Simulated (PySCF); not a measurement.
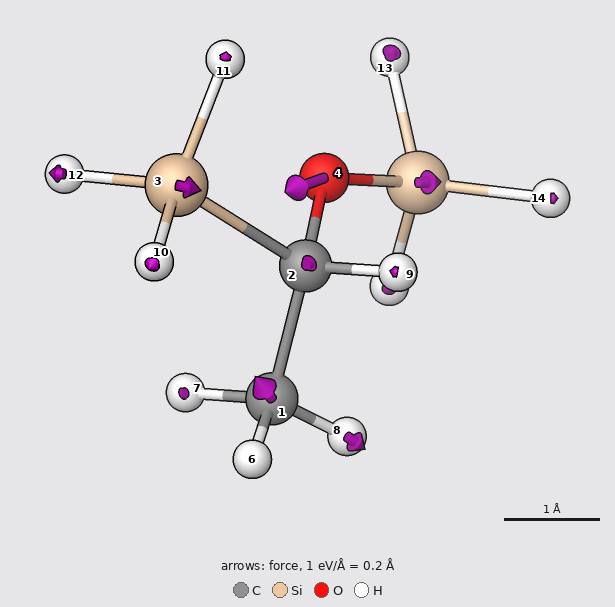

Starting geometry of C$_{2}$H$_{10}$OSi$_{2}$ with the computed forces as purple arrows. The picture is a ball-and-stick view, seen from a free direction.

The start comes from GFN2-xTB. Its atoms were then displaced at random by about 0.01 Å.

The calculation used PySCF, PBE0-D3(BJ)/def2-SVP geometry optimisation, gas phase. 

### Is this structure relaxed? If not, where do the atoms go?

It isn't relaxed: the largest force vector, on the O atom, is 3.85 eV/Å. The final displacements have little in common with the starting forces (cosine between the two patterns 0.16). Over 10 geometry steps the energy falls by 8.27 kcal/mol. The atom that moves furthest after the best rigid fit is an H atom (0.30 Å). By element the largest moves are H 0.30 Å, O 0.23 Å, C 0.11 Å, Si 0.06 Å. Some distances before and after: O–Si 1.587 → 1.668 Å, H–Si 1.445 → 1.494 Å, C–H 1.063 → 1.103 Å, C–O 1.453 → 1.421 Å. Bond angles that change, for instance: O–Si–H 97.5° → 106.5°, C–O–Si 131.2° → 125.2°, H–Si–H 113.9° → 109.3°. Cost: 91 s on 1 thread of Arm Neoverse V1, with other jobs on the host.
